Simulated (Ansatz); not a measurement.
```xyz
8

Al    1.3127   -1.3140    1.0007
F     1.3079   -0.7653    2.6045
Si   -1.1168    0.3307   -0.8650
Sn   -1.1403   -2.1976    0.1045
H     2.7264   -1.1814    0.2539
H    -0.4432    0.1559   -2.2075
H    -2.4806    0.9148   -1.1128
H    -0.3151    1.3729   -0.1248
```

Geometry: BLYP-D3(BJ)/def2-SVP; core potentials replace the inner electrons of Sn.

These are results of isolated molecule in a Gaussian basis; Kohn-Sham density functional theory, functional PBE0 (Ansatz), not measurements.

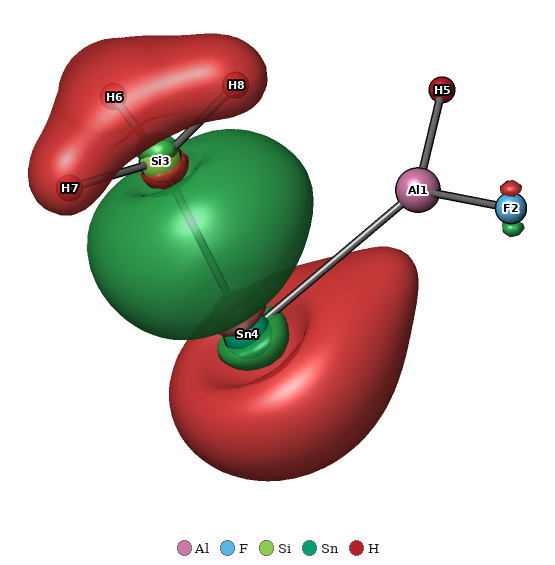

AlFH4SiSn. The HOMO−1 at ±0.1 Å⁻³ᐟ² (green and red are the two phases), seen at a tilt.

What is the character of this orbital?

It lies mainly on Sn4 (about 50 %) and Si3 (about 35 %). Its energy is −7.00 eV.
